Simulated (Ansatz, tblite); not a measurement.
**[MoO3F]-: spin states and exact exchange**

Is the singlet the ground state of [MoO3F]-? Other spin states are computed and compared level by level.

Method: as each input shows; program: Ansatz 0.2.0, Gaussian basis.

The runs, in order: triplet, at the geometry of the singlet (GFN1-xTB, GFN2-xTB, PBE0-D4/def2-TZVPD, PBE-D4/def2-TZVPD, r2SCAN-D4/def2-TZVPD); the singlet's energies come from earlier runs.

### Step 1. The relaxed structure

The geometry is that of the singlet, from an earlier relaxation (r2SCAN-D4/def2-SVPD).

5 atoms, charge -1, spin multiplicity 1.

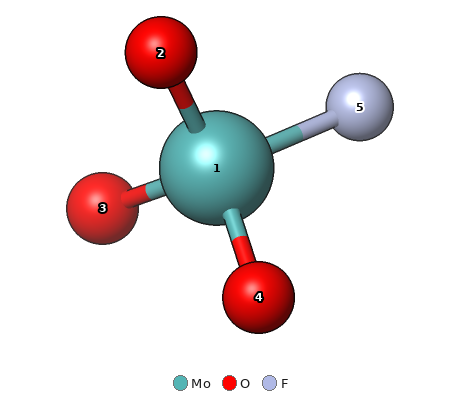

The geometry (molybdenum teal, oxygen red, fluorine light blue); atoms are numbered from 1 in the order of the file.

Formally the metal is d0. Mo takes a core potential in the def2 sets. No spin-orbit coupling is included. The ion is computed in the gas phase, without counter-ions or solvent.

### Step 2. Triplet at the fixed geometry, GFN1-xTB

Tight binding, by tblite at 300 K electronic temperature and without a spin-polarisation term:

```python
tblite.interface.Calculator('GFN1-xTB', numbers, positions, charge=-1, uhf=2).singlepoint()
```

Energy -586.3397 eV; 0.003 s.

### Step 3. Triplet at the fixed geometry, GFN2-xTB

Tight binding, by tblite at 300 K electronic temperature and without a spin-polarisation term:

```python
tblite.interface.Calculator('GFN2-xTB', numbers, positions, charge=-1, uhf=2).singlepoint()
```

Energy -522.2800 eV; 0.003 s.

### Step 4. Triplet at the fixed geometry, PBE0-D4/def2-TZVPD

in.yaml

```yaml
crystal:
  periodic: [false, false, false]
  atoms:
    - {symbol: Mo, position_ang: [0.019266, 0.033251, 0.013866]}
    - {symbol: O, position_ang: [0.026261, 0.008273, 1.744258]}
    - {symbol: O, position_ang: [1.645867, 0.036517, -0.576976]}
    - {symbol: O, position_ang: [-0.808598, 1.445817, -0.546690]}
    - {symbol: F, position_ang: [-0.882797, -1.523858, -0.634449]}
basis:
  gaussian: {orbitals: def2-TZVPD}
total_charge: -1
magnetization: {spin_polarized: true, initial_magnetization: 2}
hamiltonian: {xc: pbe0, dispersion: d4}
scf: {omitted_lower_state_checks: [starts]}
output: {orbitals: {seedname: orbitals}}
```

Run with:

```console
$ ansatz run in.yaml --threads 4 --pin off --events-out ev --progress --plain --max-ram 3916MiB
```

The program printed:

```text
Functional definition: PBE0
  name "PBE0"
  cite "Adamo & Barone, J. Chem. Phys. 110, 6158 (1999) doi:10.1063/1.478522"
  cite "Perdew, Burke & Ernzerhof, Phys. Rev. Lett. 77, 3865 (1996) doi:10.1103/PhysRevLett.77.3865"
  parent pbe
  parameter a = 0.25
  parameter kappa = 0.804
  parameter beta = 0.06672455060314922
  exchange = (1 - a)*pbe_x(kappa = kappa, mu = beta*pi^2/3) + a*exact_x
  correlation = pbe_c(beta = beta)
these checks for a lower state are left out or cut short: starts
1127 factors; their error is unknown
mean field evaluation 1: about -10704.6206 eV, gradient 4.4e1 eV
mean field evaluation 2: about -10647.7577 eV, gradient 1.4e2 eV
mean field evaluation 4: about -10711.3601 eV, gradient 4.3e0 eV
mean field evaluation 8: about -10711.4337 eV, gradient 2.1e-1 eV
mean field evaluation 16: about -10711.4301 eV, gradient 9.4e-1 eV
mean field evaluation 32: about -10711.5416 eV, gradient 6.3e-6 eV
mean field -10711.54164018 eV, -393.6418947330 hartree, gradient 6.3e-6 eV, S^2 2.041048; 0 other end points of the search recorded, 0 dependent functions left out
reference -10711.54168029 eV, -393.6418962070 hartree; 25, 23 occupied and 175, 177 virtual orbitals, 1127 factors
Total energy: -10711.66268386 eV, -393.6463430061 hartree
Checks for a lower state left out: starts
```

Wall time 14 s (4 threads of Arm Neoverse V2, shared host); peak memory 0.81 GiB.

HOMO 1.13 eV, LUMO -0.78 eV (over both spins; with the spin held, an empty level of the minority spin lies below the top filled one); ⟨S²⟩ 2.041 (pure: 2.00). Doubts: highest occupied level lies above zero.

### Step 5. Triplet at the fixed geometry, PBE-D4/def2-TZVPD

start.molden holds the orbitals of an earlier run on this state, given as this run's starting guess.

in.yaml, as its differences from that of step 4:

```diff
@@ -9,6 +9,6 @@
 basis:
-  gaussian: {orbitals: def2-TZVPD}
+  gaussian: {orbitals: def2-TZVPD, initial_orbitals: start.molden}
 total_charge: -1
 magnetization: {spin_polarized: true, initial_magnetization: 2}
-hamiltonian: {xc: pbe0, dispersion: d4}
+hamiltonian: {xc: pbe, dispersion: d4}
 scf: {omitted_lower_state_checks: [starts]}
```

Same command.

The program printed:

```text
Functional definition: PBE
  name "PBE"
  cite "Perdew, Burke & Ernzerhof, Phys. Rev. Lett. 77, 3865 (1996) doi:10.1103/PhysRevLett.77.3865"
  parent pbe
  parameter kappa = 0.804
  parameter beta = 0.06672455060314922
  exchange = pbe_x(kappa = kappa, mu = beta*pi^2/3)
  correlation = pbe_c(beta = beta)
these checks for a lower state are left out or cut short: starts
1057 factors; their error is unknown
mean field evaluation 1: about -10713.7837 eV, gradient 7.9e0 eV
mean field evaluation 2: about -10714.0641 eV, gradient 5.7e-1 eV
mean field evaluation 4: about -10714.1041 eV, gradient 1.1e-2 eV
mean field evaluation 8: about -10714.0964 eV, gradient 1.3e-5 eV
mean field evaluation 16: about -10714.0964 eV, gradient 2.3e-6 eV
mean field -10714.09638161 eV, -393.7357797487 hartree, gradient 2.2e-6 eV, S^2 2.008006; 0 other end points of the search recorded, 0 dependent functions left out
reference -10714.09643207 eV, -393.7357816032 hartree; 25, 23 occupied and 175, 177 virtual orbitals, 1057 factors
Total energy: -10714.24064931 eV, -393.7410814890 hartree
Checks for a lower state left out: starts
```

Wall time 7.5 s (4 threads of Arm Neoverse V2, shared host).

From the report: HOMO 2.86 eV, LUMO -1.71 eV (over both spins; with the spin held, an empty level of the minority spin lies below the top filled one); ⟨S²⟩ 2.008 (pure: 2.00). Doubts: highest occupied level lies above zero.

### Step 6. Triplet at the fixed geometry, r2SCAN-D4/def2-TZVPD

in.yaml, as its differences from that of step 5:

```diff
@@ -12,3 +12,3 @@
 magnetization: {spin_polarized: true, initial_magnetization: 2}
-hamiltonian: {xc: pbe, dispersion: d4}
+hamiltonian: {xc: r2scan, dispersion: d4}
 scf: {omitted_lower_state_checks: [starts]}
```

The command is unchanged.

The program printed:

```text
Functional definition: r2SCAN
  name "r2SCAN"
  cite "Furness, Kaplan, Ning, Perdew & Sun, J. Phys. Chem. Lett. 11, 8208 (2020) doi:10.1021/acs.jpclett.0c02405"
  cite "Furness, Kaplan, Ning, Perdew & Sun, J. Phys. Chem. Lett. 11, 9248 (2020) doi:10.1021/acs.jpclett.0c03077"
  parent r2scan
  parameter k0 = 0.174
  parameter k1 = 0.065
  parameter a1 = 4.9479
  exchange = r2scan_x(k0 = k0, k1 = k1, a1 = a1)
  correlation = r2scan_c
these checks for a lower state are left out or cut short: starts
1057 factors; their error is unknown
mean field evaluation 1: about -10718.5690 eV, gradient 4.4e0 eV
mean field evaluation 2: about -10718.6630 eV, gradient 3.1e-1 eV
mean field evaluation 4: about -10718.6839 eV, gradient 8.0e-3 eV
mean field evaluation 8: about -10718.6780 eV, gradient 2.6e-5 eV
mean field evaluation 16: about -10718.6780 eV, gradient 2.5e-6 eV
mean field -10718.67803757 eV, -393.9041524997 hartree, gradient 2.7e-6 eV, S^2 2.019826; 0 other end points of the search recorded, 0 dependent functions left out
reference -10718.67806856 eV, -393.9041536387 hartree; 25, 23 occupied and 175, 177 virtual orbitals, 1057 factors
Total energy: -10718.71078773 eV, -393.9053560460 hartree
Checks for a lower state left out: starts
```

Wall time 18 s (4 threads of Arm Neoverse V2, shared host); peak memory 0.57 GiB.

From the report: HOMO 2.59 eV, LUMO -1.56 eV (over both spins; with the spin held, an empty level of the minority spin lies below the top filled one); ⟨S²⟩ 2.020 (pure: 2.00). Doubts: highest occupied level lies above zero.

### Step 7. Triplet less singlet, vertical

The singlet's energies are those of its earlier runs, whose logs aren't repeated here.

```tsv
level	triplet less singlet, vertical (kcal/mol)	time
GFN1-xTB	+129.0	0.006 s
GFN2-xTB	+106.8	0.005 s
PBE-D4/def2-TZVPD	+104.9	9 s
r2SCAN-D4/def2-TZVPD	+104.9	20 s
PBE0-D4/def2-TZVPD	+101.3	16 s
```

Times add the two runs; a level without a time comes out of a correlated run. Tight binding without a spin term can't rank spin states.

### Step 8. Results

```
                                                 quantity                                         value
triplet less singlet, vertical, functionals in def2-TZVPD  +101.3 (PBE0-D4) to +104.9 kcal/mol (PBE-D4)
```

In words: All functionals put the triplet above the singlet, over a spread of 3.6 kcal/mol. The checks for a lower triplet were left out, so another state of that spin may lie lower. The singlet here is a closed shell; an open-shell singlet can lie lower. These are electronic energies, without zero-point motion, entropy or surroundings.

The anion's highest level is positive in at least one run, so there the basis alone may hold the extra electron.
